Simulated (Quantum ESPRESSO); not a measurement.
# TaRu: which magnetic order is lowest

Aim: find out which collinear order of TaRu costs least.

Calculated with Quantum ESPRESSO 7.5; LDA; plane waves with GBRV 1.5 LDA potentials, no spin-orbit coupling.

## 1. Starting point

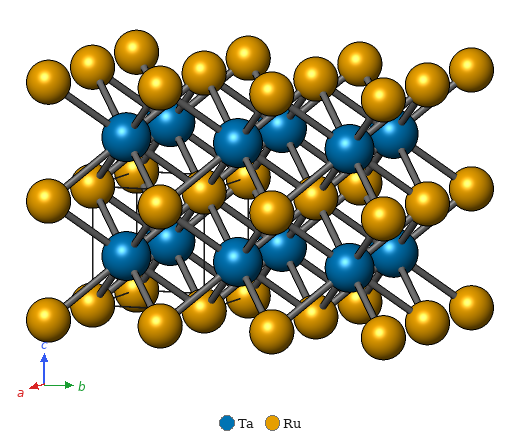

The starting structure, seen slightly off an axis (tantalum blue, ruthenium orange). 2×3×2 cells are drawn. Some periodic images of atoms are drawn too.

The cell comes from the Crystallography Open Database.

## 2. Run 1, typed as ferro +

The signs are those of the starting moments on the seeded atoms, the atoms that are given a moment.

ASE passes magmoms on as starting_magnetization. pw.x reads values of 1 or more as Bohr magnetons; where all are smaller, it reads them as fractions of the valence charge.

Input file pw.py:

```python
from ase import Atoms
from ase.calculators.espresso import Espresso, EspressoProfile

atoms = Atoms(['Ta', 'Ru'],
    cell=[[3.187, 0.0, 0.0],
         [0.0, 3.187, 0.0],
         [0.0, 0.0, 3.187]],
    scaled_positions=[[0.5, 0.5, 0.5],
         [0.0, 0.0, 0.0]],
    pbc=True,
    magmoms=[0.0, 1.5])
input_data = {
    'control': {'calculation': 'scf', 'prefix': 'pwscf', 'outdir': './tmp', 'disk_io': 'nowf', 'tprnfor': True, 'tstress': True},
    'system': {'ecutwfc': 40.0, 'ecutrho': 280.0, 'nbnd': 22, 'occupations': 'smearing', 'smearing': 'fd', 'degauss': 0.00734986, 'nspin': 2},
    'electrons': {'conv_thr': 4e-09, 'electron_maxstep': 150, 'mixing_beta': 0.3},
}
atoms.calc = Espresso(
    profile=EspressoProfile(command='mpirun -n 2 pw.x -nk 2', pseudo_dir='pseudo'),
    pseudopotentials={'Ta': 'ta_lda_v1.uspp.F.UPF', 'Ru': 'ru_lda_v1.2.uspp.F.UPF'},
    input_data=input_data,
    kpts=(8, 8, 8),
    koffset=(0, 0, 0))
atoms.get_potential_energy()
energy = atoms.calc.results['free_energy']
print(f'free energy: {energy:.6f} eV')
print('site moments (muB):', atoms.get_magnetic_moments().round(3))
```

Input file espresso.pwi:

```
&CONTROL
   calculation      = 'scf'
   tstress          = .true.
   tprnfor          = .true.
   outdir           = './tmp'
   prefix           = 'pwscf'
   disk_io          = 'nowf'
   pseudo_dir       = 'pseudo'
/
&SYSTEM
   nbnd             = 22
   ecutwfc          = 40.0
   ecutrho          = 280.0
   occupations      = 'smearing'
   degauss          = 0.00734986
   smearing         = 'fd'
   nspin            = 2
   starting_magnetization(1) = 0.0
   starting_magnetization(2) = 1.5
   ntyp             = 2
   nat              = 2
   ibrav            = 0
/
&ELECTRONS
   electron_maxstep = 150
   conv_thr         = 4e-09
   mixing_beta      = 0.3
/
&IONS
/
&CELL
/
&FCP
/
&RISM
/
ATOMIC_SPECIES
Ta  180.94788 ta_lda_v1.uspp.F.UPF
Ru  101.07 ru_lda_v1.2.uspp.F.UPF

K_POINTS automatic
8 8 8  0 0 0

CELL_PARAMETERS angstrom
3.18700000000000 0.00000000000000 0.00000000000000
0.00000000000000 3.18700000000000 0.00000000000000
0.00000000000000 0.00000000000000 3.18700000000000

ATOMIC_POSITIONS angstrom
Ta  1.5935000000 1.5935000000 1.5935000000  
Ru  0.0000000000 0.0000000000 0.0000000000
```

Started as:

```sh
$ OMP_NUM_THREADS=1 python3 pw.py > pw.log
```

Output:

```text
free energy: -4576.822855 eV
site moments (muB): [ 0. -0.]

--- espresso.pwo ---
Program PWSCF v.7.5 starts

Warning: card &CELL ignored
Warning: card &FCP ignored
Warning: card &RISM ignored

     Message from routine setup:
     using ibrav=0 with symmetry is DISCOURAGED, use correct ibrav instead

     K-points division:     npool     =       2
     Subspace diagonalization in iterative solution of the eigenvalue problem:

     G-vector sticks info
     --------------------
     sticks:   dense  smooth     PW     G-vecs:    dense   smooth      PW
     Sum         805     465    145                17269     7497    1365

     Using Slab Decomposition

     bravais-lattice index     =            0
     lattice parameter (alat)  =       6.0226  a.u.
     unit-cell volume          =     218.4453 (a.u.)^3
     number of atoms/cell      =            2
     number of atomic types    =            2
     number of electrons       =        29.00
     number of Kohn-Sham states=           22
     kinetic-energy cutoff     =      40.0000  Ry
     charge density cutoff     =     280.0000  Ry
     scf convergence threshold =      4.0E-09
     mixing beta               =       0.3000
     number of iterations used =            8  plain     mixing
     Exchange-correlation= SLA  PZ   NOGX NOGC
                           (   1   1   0   0   0   0   0)

     celldm(1)=   6.022557  celldm(2)=   0.000000  celldm(3)=   0.000000
     celldm(4)=   0.000000  celldm(5)=   0.000000  celldm(6)=   0.000000

     crystal axes: (cart. coord. in units of alat)
               a(1) = (   1.000000   0.000000   0.000000 )
               a(2) = (   0.000000   1.000000   0.000000 )
               a(3) = (   0.000000   0.000000   1.000000 )

     reciprocal axes: (cart. coord. in units 2 pi/alat)
               b(1) = (  1.000000  0.000000  0.000000 )
               b(2) = (  0.000000  1.000000  0.000000 )
               b(3) = (  0.000000  0.000000  1.000000 )

     PseudoPot. # 1 for Ta read from file:
     ta_lda_v1.uspp.F.UPF
     Pseudo is Ultrasoft + core correction, Zval = 13.0
     Generated by new atomic code, or converted to UPF format
     Using radial grid of  921 points,  7 beta functions with:
                l(1) =   0
                l(2) =   0
                l(3) =   1
                l(4) =   1
                l(5) =   2
                l(6) =   2
                l(7) =   3
     Q(r) pseudized with  6 coefficients,  rinner =    1.300   1.300   1.300
                                                       1.300   1.300   1.300
                                                       1.300

     PseudoPot. # 2 for Ru read from file:
     ru_lda_v1.2.uspp.F.UPF
     Pseudo is Ultrasoft + core correction, Zval = 16.0
     Generated by new atomic code, or converted to UPF format
     Using radial grid of  967 points,  6 beta functions with:
                l(1) =   0
                l(2) =   0
                l(3) =   1
                l(4) =   1
                l(5) =   2
                l(6) =   2
     Q(r) pseudized with  8 coefficients,  rinner =    1.300   1.300   1.300
                                                       1.300   1.300

     atomic species   valence    mass     pseudopotential
     Ta               13.00   180.94788     Ta( 1.00)
     Ru               16.00   101.07000     Ru( 1.00)

     Starting magnetic structure
     atomic species   magnetization
     Ta              0.000
     Ru              0.094

     48 Sym. Ops., with inversion, found

   Cartesian axes

     site n.     atom                  positions (alat units)
         1        Ta     tau(   1) = (   0.5000000   0.5000000   0.5000000  )
         2        Ru     tau(   2) = (   0.0000000   0.0000000   0.0000000  )

     number of k points=    35  Fermi-Dirac smearing, width (Ry)=  0.0073
                       cart. coord. in units 2pi/alat
        k(    1) = (   0.0000000   0.0000000   0.0000000), wk =   0.0019531
        k(    2) = (   0.0000000   0.0000000   0.1250000), wk =   0.0117188
        k(    3) = (   0.0000000   0.0000000   0.2500000), wk =   0.0117188
        k(    4) = (   0.0000000   0.0000000   0.3750000), wk =   0.0117188
        k(    5) = (   0.0000000   0.0000000  -0.5000000), wk =   0.0058594
        [... 30 further k-points ...]

     Dense  grid:    17269 G-vectors     FFT dimensions: (  36,  36,  36)

     Smooth grid:     7497 G-vectors     FFT dimensions: (  25,  25,  25)

     Generating pointlists ...
     new r_m :   0.3572 (alat units)  2.1515 (a.u.) for type    1
     new r_m :   0.3572 (alat units)  2.1515 (a.u.) for type    2

     Initial potential from superposition of free atoms

     starting charge      27.9991, renormalised to      29.0000

     negative rho (up, down):  8.623E-02 7.967E-02
     Starting wfcs are   26 randomized atomic wfcs

     Self-consistent Calculation

     iteration #  1     ecut=    40.00 Ry     beta= 0.30
     Davidson diagonalization with overlap
     ethr =  1.00E-02,  avg # of iterations =  2.6

     negative rho (up, down):  8.517E-02 8.085E-02

     total energy              =    -336.26406391 Ry
     estimated scf accuracy    <       0.95859792 Ry

     total magnetization       =     0.36 Bohr mag/cell
     absolute magnetization    =     0.47 Bohr mag/cell

     iteration #  2     ecut=    40.00 Ry     beta= 0.30
     Davidson diagonalization with overlap
     ethr =  3.31E-03,  avg # of iterations =  2.0

     negative rho (up, down):  8.454E-02 8.106E-02

     total energy              =    -336.32649855 Ry
     estimated scf accuracy    <       0.66172150 Ry

     total magnetization       =     0.26 Bohr mag/cell
     absolute magnetization    =     0.36 Bohr mag/cell

     iteration #  3     ecut=    40.00 Ry     beta= 0.30
     Davidson diagonalization with overlap
     ethr =  2.28E-03,  avg # of iterations =  1.1

     negative rho (up, down):  8.357E-02 8.272E-02

     total energy              =    -336.36992997 Ry
     estimated scf accuracy    <       0.09454294 Ry

     total magnetization       =     0.44 Bohr mag/cell
     absolute magnetization    =     0.49 Bohr mag/cell

     [... further iterations left out ...]

     iteration # 11     ecut=    40.00 Ry     beta= 0.30
     Davidson diagonalization with overlap
     ethr =  1.86E-07,  avg # of iterations =  1.1

     negative rho (up, down):  8.366E-02 8.365E-02

     total energy              =    -336.39030441 Ry
     estimated scf accuracy    <       0.00000051 Ry

     total magnetization       =     0.00 Bohr mag/cell
     absolute magnetization    =     0.00 Bohr mag/cell

     iteration # 12     ecut=    40.00 Ry     beta= 0.30
     Davidson diagonalization with overlap
     ethr =  1.77E-09,  avg # of iterations =  2.0

     negative rho (up, down):  8.366E-02 8.365E-02

     total energy              =    -336.39030470 Ry
     estimated scf accuracy    <       0.00000002 Ry

     total magnetization       =     0.00 Bohr mag/cell
     absolute magnetization    =     0.00 Bohr mag/cell

     iteration # 13     ecut=    40.00 Ry     beta= 0.30
     Davidson diagonalization with overlap
     ethr =  7.28E-11,  avg # of iterations =  2.8

     negative rho (up, down):  8.365E-02 8.365E-02

     total energy              =    -336.39030471 Ry
     estimated scf accuracy    <          4.1E-09 Ry

     total magnetization       =     0.00 Bohr mag/cell
     absolute magnetization    =     0.00 Bohr mag/cell

     iteration # 14     ecut=    40.00 Ry     beta= 0.30
     Davidson diagonalization with overlap
     ethr =  1.42E-11,  avg # of iterations =  2.0

     negative rho (up, down):  8.365E-02 8.365E-02

     Magnetic moment per site  (integrated on atomic sphere of radius R)
     atom   1 (R=0.357)  charge= 10.3711  magn=  0.0000
     atom   2 (R=0.357)  charge= 14.3067  magn= -0.0000

     End of self-consistent calculation

     [... lines left out ...]
     the Fermi energy is    20.8074 ev

!    total energy              =    -336.39030472 Ry
     estimated scf accuracy    <          1.8E-10 Ry
     smearing contrib. (-TS)   =      -0.00691623 Ry
     internal energy E=F+TS    =    -336.38338849 Ry

     The total energy is F=E-TS. E is the sum of the following terms:
     one-electron contribution =     -59.88010647 Ry
     hartree contribution      =      46.86228092 Ry
     xc contribution           =     -67.75042279 Ry
     ewald contribution        =    -255.61514015 Ry

     total magnetization       =     0.00 Bohr mag/cell
     absolute magnetization    =     0.00 Bohr mag/cell

     convergence has been achieved in  14 iterations

     negative rho (up, down):  8.365E-02 8.365E-02

     Forces acting on atoms (cartesian axes, Ry/au):

     atom    1 type  1   force =     0.00000000    0.00000000    0.00000000
     atom    2 type  2   force =     0.00000000    0.00000000    0.00000000

     Total force =     0.000000     Total SCF correction =     0.000000

     Computing stress (Cartesian axis) and pressure

     negative rho (up, down):  8.365E-02 8.365E-02
          total   stress  (Ry/bohr**3)                   (kbar)     P=     -168.06
  -0.00114247   0.00000000   0.00000000         -168.06        0.00        0.00
   0.00000000  -0.00114247   0.00000000            0.00     -168.06        0.00
   0.00000000   0.00000000  -0.00114247            0.00        0.00     -168.06

=------------------------------------------------------------------------------=
   JOB DONE.
=------------------------------------------------------------------------------=
```

Wall time 13 s (2 MPI ranks of Arm Neoverse V2, shared host); peak memory 0.28 GiB.

The spin moment in the atom's sphere vanishes on all atoms.

Numbers from this step:

* smearing term TS: 0.09410 eV
* pressure: -16.81 GPa
* magnetization: 0 μB
* absolute magnetization: 0 μB
* final state: non-magnetic

[end of part 1 of 2]

[Logs and program files are shortened in this print: banners, set-up blocks, solver, clock and traceback lines can be left out without a mark of their own.]

[Logs are printed without paths, hosts, clocks, repeated set-up lines and the standing remarks that a program may print on its own settings, such as how far it seeks lower states.]

[Hosts, paths, dates, database ids (printed as entryN), source tags and the programs' standing remarks are cut or masked in the printed files.]

[Where a cell is said to come from a database of computed structures, the database is the Materials Project.]
